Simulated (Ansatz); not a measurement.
Consider BH₆N.

The calculation's input:

```
crystal:
  periodic: [false, false, false]
  atoms:
    - { symbol: B, position_ang: [0.027949, 0.248165, 0.015638] }
    - { symbol: H, position_ang: [-0.144078, 0.535, 1.16349] }
    - { symbol: H, position_ang: [1.143516, 0.217791, -0.429698] }
    - { symbol: H, position_ang: [-0.924545, 0.071131, -0.695893] }
    - { symbol: "N", position_ang: [0.007207, -2.238858, 1.163994] }
    - { symbol: H, position_ang: [-0.543191, -2.451577, 0.33941] }
    - { symbol: H, position_ang: [0.991457, -2.248154, 0.921235] }
    - { symbol: H, position_ang: [-0.242517, -1.297098, 1.519225] }
basis:
  gaussian: { orbitals: def2-SVPD }
hamiltonian:
  xc: r2scanh
  dispersion: d4
relax:
  f_tol: 0.03
  max_steps: 50
output:
  orbitals: {}
```

Launched as:

```sh
ansatz run input.yaml --threads 2 --pin off --max-ram 3072MiB --backend cpu --events-out ev --progress --plain --runs-dir out
```

The fields are those of the run's last geometry, not of the input's.

All numbers below come from RKS r2SCANh-D4/def2-SVPD in Ansatz 0.2.0.

Question: Predict the electron density and electron localisation function between the atoms.

Answer: B–N (1.64 Å): the density is about 1.1 e/Å³ at the midpoint; the ELF peaks at about 0.95 between the atoms; a shared but strongly polarised pair.
N–H (1.02 Å): the density is about 2.9 e/Å³ at the midpoint; the ELF climbs to about 1 towards the hydrogen, as it does in any bond to H (a covalent bond by its length).
B–H (1.22 Å): the density is about 1.1 e/Å³ at the midpoint; the ELF climbs to about 1 towards the hydrogen (a covalent bond by its length).

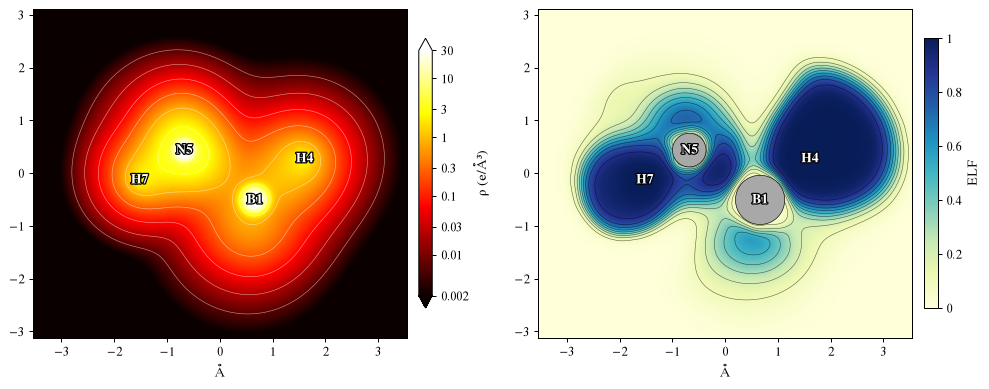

Computed electron density and electron localisation function on the plane of atoms H4, B1 and N5, in this order. Grey discs cover the atomic cores in the ELF map. 
